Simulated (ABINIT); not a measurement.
# Li3OCl (Pm-3m): G0W0 with ABINIT, start to end

Wanted: ground state, empty states, screening and self-energy for Li3OCl (Pm-3m).

Calculated with ABINIT 10.8.3; PBEsol and many-body steps on it, plane waves.

**1. Starting point**

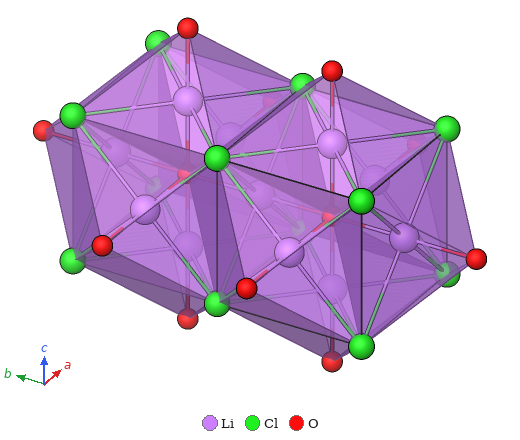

The cell as given, from a free direction (lithium purple, chlorine green, oxygen red). 1×2×1 cells are drawn. Some periodic images of atoms are drawn too.

The cell and positions are those that the Materials Project relaxed with its own functionals (PBE, PBE+U or r2SCAN), kept fixed.

**2. Ground state**

This step: ABINIT 10.8.3; DFT, PBEsol, plane waves, norm-conserving pseudopotentials.

The ground-state density comes first.

Contents of run.abi:

```
acell 3*1.0 Angstrom
rprim 
  3.908337000000 0.000000000000 0.000000000000
  0.000000000000 3.908337000000 0.000000000000
  0.000000000000 0.000000000000 3.908337000000
ntypat 3
znucl 3 17 8
natom 5
typat 1 1 1 2 3
xred 
  0.000000000000 0.500000000000 0.500000000000
  0.500000000000 0.000000000000 0.500000000000
  0.500000000000 0.500000000000 0.000000000000
  0.000000000000 0.000000000000 0.000000000000
  0.500000000000 0.500000000000 0.500000000000
pp_dirpath "pseudos"
pseudos "Li.upf, Cl.upf, O.upf"
ecut 36
ngkpt 6 6 6
nshiftk 1
shiftk 0 0 0
kptopt 1
chksymbreak 0
nband 17
occopt 1
tolvrs 1e-10
nstep 60
prtwf 0
optforces 0
optstress 0
indata_prefix "in"
outdata_prefix "out"
tmpdata_prefix "tmp"
```

Launch:

```console
$ OMP_NUM_THREADS=1 mpirun -n 8 abinit run.abi > log
```

Numbers of over 12 decimals in the logs are rounded to 6 here.

Log:

```text
.Version 10.8.3 of ABINIT. v10.8.2 released Aug 2026.

 Symmetries : space group Pm -3 m (#221); Bravais cP (primitive cubic)
================================================================================
 Values of the parameters that define the memory need of the present run
     intxc =       0    ionmov =       0      iscf =       7    lmnmax =       6
     lnmax =       6     mgfft =      40  mpssoang =       3    mqgrid =    3001
     natom =       5  nloc_mem =       1    nspden =       1   nspinor =       1
    nsppol =       1      nsym =      48    n1xccc =    2501    ntypat =       3
    occopt =       1   xclevel =       2
-    mband =          17        mffmem =           1         mkmem =           3
       mpw =        4173          nfft =       64000          nkpt =          20
================================================================================
  Rough estimation (10% accuracy) of disk space for files :
================================================================================

--------------------------------------------------------------------------------
------------- Echo of variables that govern the present computation ------------
--------------------------------------------------------------------------------
 -outvars: echo values of preprocessed input variables --------
            acell      1.8897261259E+00  1.8897261259E+00  1.8897261259E+00 Bohr

      chksymbreak           0
             ecut      3.60000000E+01 Hartree
-          fftalg         312

              ixc     -116133
              kpt      0.00000000E+00  0.00000000E+00  0.00000000E+00
                       1.66666667E-01  0.00000000E+00  0.00000000E+00
                       3.33333333E-01  0.00000000E+00  0.00000000E+00
                       5.00000000E-01  0.00000000E+00  0.00000000E+00
                       1.66666667E-01  1.66666667E-01  0.00000000E+00
                       3.33333333E-01  1.66666667E-01  0.00000000E+00
                       5.00000000E-01  1.66666667E-01  0.00000000E+00
                       3.33333333E-01  3.33333333E-01  0.00000000E+00
                       5.00000000E-01  3.33333333E-01  0.00000000E+00
   [... 9 further rows ...]
                       5.00000000E-01  5.00000000E-01  3.33333333E-01
                       5.00000000E-01  5.00000000E-01  5.00000000E-01
         kptrlatt        6    0    0      0    6    0      0    0    6
          kptrlen      4.43141192E+01
P           mkmem           3
            natom           5
            nband          17
            ngfft          40      40      40
             nkpt          20
            nstep          60
             nsym          48
           ntypat           3
              occ      2.000000  2.000000  2.000000  2.000000  2.000000  2.000000
                       2.000000  2.000000  2.000000  2.000000  2.000000  0.000000
                       0.000000  0.000000  0.000000  0.000000  0.000000
        optforces           0
        optstress           0
            prtwf           0
            rprim      3.9083370000E+00  0.0000000000E+00  0.0000000000E+00
[...]
spgroup         221

           tolvrs      1.00000000E-10

             xred      0.0000000000E+00  5.0000000000E-01  5.0000000000E-01
[...]
znucl        3.00000   17.00000    8.00000

================================================================================

 chkinp: Checking input parameters for consistency.

================================================================================
== DATASET  1 ==================================================================
-   mpi_nproc: 8, omp_nthreads: 1 (-1 if OMP is not activated)

--- !DatasetInfo
iteration_state: {dtset: 1, }
dimensions: {natom: 5, nkpt: 20, mband: 17, nsppol: 1, nspinor: 1, nspden: 1, mpw: 4173, }
cutoff_energies: {ecut:  36.0, pawecutdg:  -1.0, }
electrons: {nelect:   2.20000000E+01, charge:   0.00000000E+00, occopt:   1.00000000E+00, tsmear:   1.00000000E-02, }

 Real(R)+Recip(G) space primitive vectors, cartesian coordinates (Bohr,Bohr^-1):
 R(1)=  7.3856865  0.0000000  0.0000000  G(1)=  0.1353970  0.0000000  0.0000000
 R(2)=  0.0000000  7.3856865  0.0000000  G(2)=  0.0000000  0.1353970  0.0000000
 R(3)=  0.0000000  0.0000000  7.3856865  G(3)=  0.0000000  0.0000000  0.1353970
 Unit cell volume ucvol=  4.0287713E+02 bohr^3
 Angles (23,13,12)=  9.00000000E+01  9.00000000E+01  9.00000000E+01 degrees

 getcut: wavevector=  0.0000  0.0000  0.0000  ngfft=  40  40  40
         ecut(hartree)=     36.000   => boxcut(ratio)=   2.00518

--- Pseudopotential description ------------------------------------------------
- Li Generated using ONCVPSP code by D. R. Hamann
-  3.00000   3.00000  180301                  znucl, zion, pspdat
12 -116133 1 -1 1944                          pspcod,pspxc,lmax,lloc,mmax
     nproj     2     2     0
  pspatm : epsatm=    2.60875052
         --- l  ekb(1:nproj) -->
[...]
pspatm: atomic psp has been read  and splines computed

- Cl Generated using ONCVPSP code by D. R. Hamann
- 17.00000   7.00000  180301                  znucl, zion, pspdat
12 -116133 2 -1 1028                          pspcod,pspxc,lmax,lloc,mmax
     nproj     2     2     2
  pspatm : epsatm=    8.95520293
         --- l  ekb(1:nproj) -->
[...]
pspatm: atomic psp has been read  and splines computed

- O Generated using ONCVPSP code by D. R. Hamann
-  8.00000   6.00000  180301                  znucl, zion, pspdat
12 -116133 2 -1 936                           pspcod,pspxc,lmax,lloc,mmax
     nproj     2     2     1
  pspatm : epsatm=    6.22910120
         --- l  ekb(1:nproj) -->
[...]
2   -1.335834
 pspatm: atomic psp has been read  and splines computed

   5.06232225E+02                                ecore*ucvol(ha*bohr**3)
--------------------------------------------------------------------------------

_setup2: Arith. and geom. avg. npw (full set) are    4156.458    4156.436

================================================================================

--- !BeginCycle
iteration_state: {dtset: 1, }
solver: {iscf: 7, nstep: 60, nline: 4, wfoptalg: 0, }
tolerances: {tolvrs: 1.00E-10, }

     iter   Etot(hartree)      deltaE(h)  residm     vres2
 ETOT  1  -54.254130966075    -5.425E+01 7.251E-02 1.315E+03
 ETOT  2  -54.074683917524     1.794E-01 1.597E-02 1.399E+03
 ETOT  3  -54.528965586441    -4.543E-01 8.811E-03 1.385E+02
 ETOT  4  -54.561911648884    -3.295E-02 9.672E-04 1.119E+00
 ETOT  5  -54.562177769607    -2.661E-04 3.021E-03 4.338E-01
 ETOT  6  -54.562283565357    -1.058E-04 1.534E-04 3.538E-03
 ETOT  7  -54.562284310940    -7.456E-07 1.566E-04 2.593E-04
 ETOT  8  -54.562284352323    -4.138E-08 3.329E-05 2.258E-06
 ETOT  9  -54.562284352947    -6.235E-10 3.347E-05 3.774E-07
 ETOT 10  -54.562284353049    -1.028E-10 3.357E-05 2.137E-09
 ETOT 11  -54.562284353048     1.400E-12 1.075E-04 1.114E-11

 At SCF step   11       vres2   =  1.11E-11 < tolvrs=  1.00E-10 =>converged.

--- !ResultsGS
iteration_state: {dtset: 1, }
comment   : Summary of ground state results
lattice_vectors:
- [  7.3856865,   0.0000000,   0.0000000, ]
- [  0.0000000,   7.3856865,   0.0000000, ]
- [  0.0000000,   0.0000000,   7.3856865, ]
lattice_lengths: [   7.38569,    7.38569,    7.38569, ]
lattice_angles: [ 90.000,  90.000,  90.000, ] # degrees, (23, 13, 12)
lattice_volume:   4.0287713E+02
convergence: {deltae:  1.400E-12, res2:  1.114E-11, residm:  1.075E-04, diffor:  0.000E+00, }
etotal    :  -5.45622844E+01
entropy   :   0.00000000E+00
fermie    :   4.70913236E-02
cartesian_stress_tensor: null
pressure_GPa: null
xred      :
- [  0.0000E+00,   5.0000E-01,   5.0000E-01, Li]
- [  5.0000E-01,   0.0000E+00,   5.0000E-01, Li]
- [  5.0000E-01,   5.0000E-01,   0.0000E+00, Li]
- [  0.0000E+00,   0.0000E+00,   0.0000E+00, Cl]
- [  5.0000E-01,   5.0000E-01,   5.0000E-01,  O]
cartesian_forces: null
force_length_stats: {min: null, max: null, mean: null, }

 Integrated electronic density in atomic spheres:
 ------------------------------------------------
 Atom  Sphere_radius  Integrated_density
[...]
================================================================================

 ----iterations are completed or convergence reached----

 Mean square residual over all n,k,spin=   34.125E-08; max=  10.754E-05
 reduced coordinates (array xred) for    5 atoms
       0.000000000000      0.500000000000      0.500000000000
       0.500000000000      0.000000000000      0.500000000000
       0.500000000000      0.500000000000      0.000000000000
       0.000000000000      0.000000000000      0.000000000000
       0.500000000000      0.500000000000      0.500000000000
 rms dE/dt=  0.0000E+00; max dE/dt=  0.0000E+00; dE/dt below (all hartree)
    1       0.000000000000      0.000000000000      0.000000000000
    2       0.000000000000      0.000000000000      0.000000000000
    3       0.000000000000      0.000000000000      0.000000000000
    4       0.000000000000      0.000000000000      0.000000000000
    5       0.000000000000      0.000000000000      0.000000000000

 cartesian coordinates (angstrom) at end:
    1      0.000000     1.954168     1.954168
    2      1.954168     0.000000     1.954168
    3      1.954168     1.954168     0.000000
    4      0.000000     0.000000     0.000000
    5      1.954168     1.954168     1.954168
 length scales=  1.889726125908  1.889726125908  1.889726125908 bohr
              =  1.000000000000  1.000000000000  1.000000000000 angstroms
 prteigrs : about to open file out_EIG
 Fermi (or HOMO) energy (hartree) =   0.04709   Average Vxc (hartree)=  -0.34076
 Eigenvalues (hartree) for nkpt=  20  k points:
 kpt#   1, nband= 17, wtk=  0.00463, kpt=  0.0000  0.0000  0.0000 (reduced coord)
  -1.52754   -1.52501   -1.52501   -0.50410   -0.47234   -0.06197   -0.06197   -0.06197
   0.02859    0.02859    0.02859    0.21652    0.29964    0.29964    0.47288    0.47289
   0.48353
 prteigrs : prtvol=0 or 1, do not print more k-points.

--- !EnergyTerms
iteration_state     : {dtset: 1, }
comment             : Components of total free energy in Hartree
kinetic             :  3.22905494099155E+01
hartree             :  1.20758913121901E+01
xc                  : -1.35998487497435E+01
Ewald energy        : -3.38732561447134E+01
psp_core            :  1.25654247324847E+00
local_psp           : -3.88292448858651E+01
non_local_psp       : -1.38829177680801E+01
total_energy        : -5.45622843530481E+01
total_energy_eV     : -1.48471539399384E+03
band_energy         : -1.13744674194226E+01

== END DATASET(S) ==============================================================
================================================================================

 -outvars: echo values of variables after computation  --------
           etotal     -5.4562284353E+01
            nband          17
             nkpt          20
          spgroup         221
 [... the other variables as echoed above ...]

 Calculation completed.
```

Run time: 10 s. Hardware: 8 MPI ranks of Arm Neoverse V1, shared host; peak memory 0.6 GiB; 81 s of CPU time.

Numbers from this step:

| Property | Result |
| --- | --- |
| total energy | -1484.7154 eV |
| gap | 4.610 eV |
| k of the valence top | 0.5, 0.5, 0 |
| k of the conduction bottom | 0, 0, 0 |
| least direct gap | 4.712 eV |

The gap is indirect, with the least direct gap 0.10 eV higher.

(Part 1 of 3 ends here.)

[Paths, hosts, dates, memory and timing lines, banners, echoed tables and standing remarks are left out of the program output.]

[Logs are printed without paths, hosts, clocks, repeated set-up lines and the standing remarks that a program may print on its own settings, such as how far it seeks lower states.]

[Runs of the session that timed out or met a known fault of the program may be left out.]

[Hosts, paths, dates, database ids (printed as entryN), source tags and the programs' standing remarks are cut or masked in the printed files.]

[G0W0 gaps are taken among the corrected bands and points alone; a level outside them can change the order at an edge.]

[Where Ansatz stands beside ABINIT at settings called matched, ABINIT's density can come from a denser mesh and the files from another edition; pairs whose starting gaps differed by over 0.03 eV were left out, so agreement reads better than it is.]
